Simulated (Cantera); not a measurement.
Input: 1 mol Fe2O3, 0.59 mol CH4, 0.14 mol H2, held at 1.10 bar.

Equilibrium computed with Cantera from the NASA thermochemical tables; the gas is ideal and each condensed phase is pure. Candidate condensed phases: C, C6H6, C7H8, C8H18, Fe, Fe(CO)5, FeO, Fe(OH)2, Fe(OH)3, Fe2O3, Fe3O4, H2O; 114 gas species. Each liquid is taken as pure. Mutual solubility and eutectic melting of coexisting phases are not modelled. The tables' stoichiometric FeO is somewhat more stable than real wüstite, so its field is too wide. FeO: taken at fixed stoichiometry. The numbers say what is thermodynamically allowed, not how fast it happens.

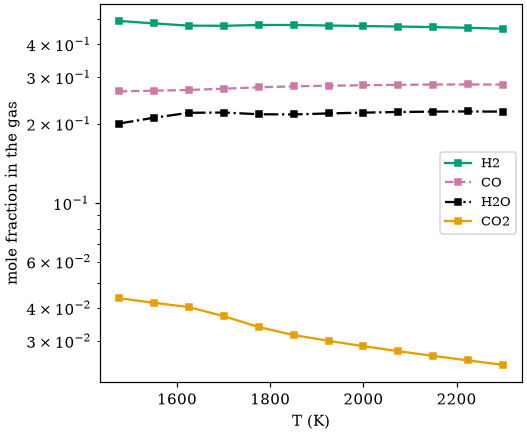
Figure. Equilibrium gas composition (values under 1e-9 drawn at 1e-9)

Q: Read off the mole fractions at 1925 K.

A: H2 about 0.47, CO about 0.28, H2O about 0.22, CO2 about 0.030.
